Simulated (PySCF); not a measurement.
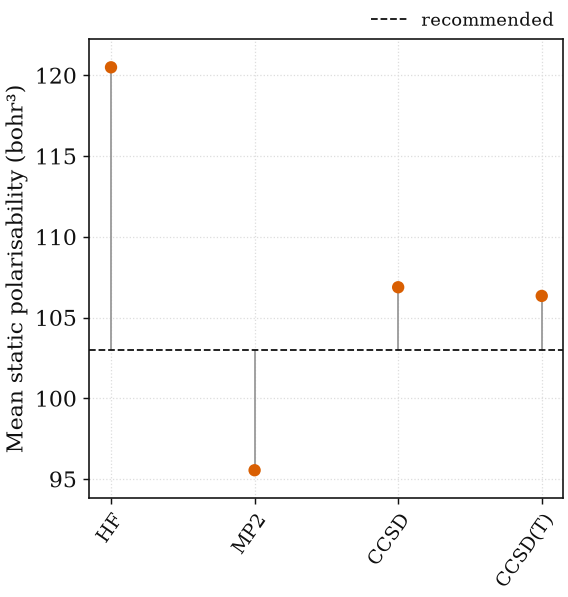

The mean static polarisability of Hf ([Xe] 4f¹⁴ 5d² 6s²) across levels of theory. Finite fields; PySCF, def2-TZVPPD with a 60-electron core potential, unrestricted single determinants, no spin-orbit coupling. 8 core electrons frozen.

**How do the methods compare?**

The values run from 95.6 bohr³ (MP2) to 120.5 bohr³ (HF). The recommended value is 103.0 ± 6 bohr³; nearest to it come CCSD(T) (+3.3) and CCSD (+3.9), furthest HF (+17.5 bohr³).

| Method | Mean static polarisability (bohr³) |
| --- | --- |
| HF | 120.5 |
| MP2 | 95.6 |
| CCSD | 106.9 |
| CCSD(T) | 106.3 |
